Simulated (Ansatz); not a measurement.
# W, pressure series

Take W in the bcc (W type) structure (space group Im-3m, No. 229; a = 3.170 Å) as the base.

Cell and atoms are relaxed at each pressure.

Method: DFT with r2SCAN, PAW potentials and a 500 eV plane-wave cutoff in Ansatz (a quantum-chemistry and plane-wave program), no spin-orbit coupling, earlier PAW set.

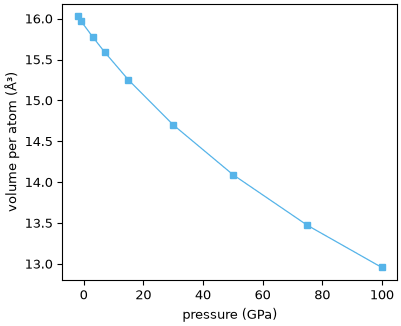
Volume against pressure

Task: Estimate the zero-pressure bulk modulus from the plot.

Result: About 320 GPa; a third-order Birch–Murnaghan fit to the points gives V₀ = 15.92 Å³/atom, B₀ = 320 GPa and B₀′ = 4.0.

Load acts through the strain it causes; cell and atoms are relaxed under it. Whether these cells are dynamically stable was not tested. Competing high-pressure phases were not computed. The final runs are not spin-polarised.
